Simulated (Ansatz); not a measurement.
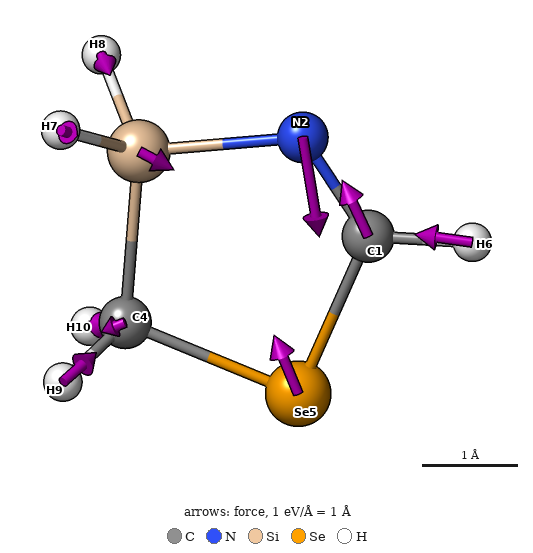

Starting geometry of C$_{2}$H$_{5}$NSeSi with the computed forces as purple arrows. Style: ball-and-stick. Shown at a tilt.

The start comes from PBE-D4/def2-SVP.

Method: RKS PBE0-D4/def2-TZVP (Ansatz). (force threshold 0.005 eV/Å; at most 150 steps)

> Is this structure relaxed? If not, where do the atoms go?

It isn't relaxed: the largest force vector, on the N atom, is 1.13 eV/Å. The final displacements follow the starting forces only in part (cosine between the two patterns 0.69). The atom that moves furthest after the best rigid fit is an H atom (0.039 Å). By element the largest moves are H 0.039 Å, Se 0.034 Å, N 0.022 Å, Si 0.021 Å, C 0.019 Å. Among the contacts that change: N–Si 1.773 → 1.746 Å, C–Se 1.956 → 1.930 Å, C–Si 1.925 → 1.899 Å, C–Se 1.970 → 1.948 Å. The energy falls by 5.91 kJ/mol in 5 geometry steps. Largest force component: 0.96 eV/Å at the start, 0.0048 eV/Å at the end. Cost: 28 s on 4 threads of Arm Neoverse V2 (shared host).
